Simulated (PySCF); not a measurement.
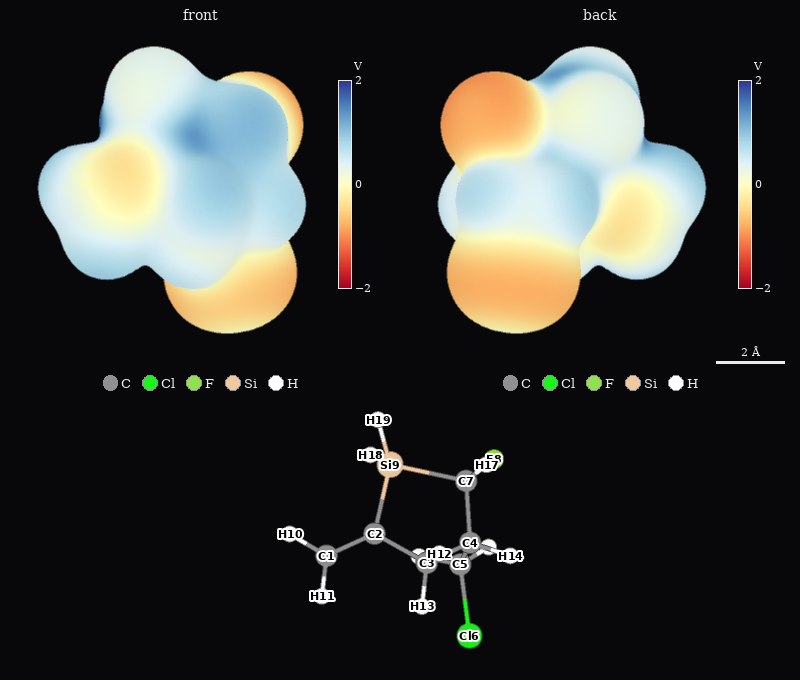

C₆H₁₀ClFSi. The electrostatic potential painted on the density surface at 0.002 e/bohr³, seen from the front and from behind; red is negative and blue positive. The bare structure is drawn below in the same view.

Geometry: GFN2-xTB.

Level of theory: PBE0/pcSseg-1, SCF density, gas phase, non-relativistic in PySCF.

Input

```
{"job": {"kind": "nmr", "xc": "PBE0", "basis": "pcSseg-1"}, "charge": 0, "multiplicity": 1}
C      2.418894    -0.673226     0.593536
C      1.332295    -0.104345     0.092258
C      0.395024    -0.816749    -0.852613
C     -1.023532    -0.273431    -0.656140
C     -1.621213    -0.768375     0.655197
Cl    -1.890875    -2.527833     0.606011
C     -0.902099     1.256912    -0.621711
F     -2.059367     1.838387    -0.126630
Si     0.672656     1.634200     0.421388
H      3.080498    -0.140719     1.255439
H      2.696770    -1.690117     0.359123
H      0.712880    -0.617207    -1.880276
H      0.417802    -1.896376    -0.700547
H     -1.676057    -0.593769    -1.475168
H     -0.946451    -0.572431     1.489921
H     -2.589199    -0.305185     0.845017
H     -0.812067     1.634663    -1.646794
H      0.325152     1.912630     1.813234
H      1.459087     2.712221    -0.178707
```

Launched as:

```sh
OMP_NUM_THREADS=1 python probes_run.py task.json out
```

Which sites attract a positive test charge, and which a negative one?

Answer. A positive charge is drawn to the negative regions and a negative charge to the positive ones. The most negative region (about −0.9 V, or −21 kcal/mol for a unit charge) lies over F8, the most positive (about +1.5 V, or +35 kcal/mol for a unit charge) over Si9.
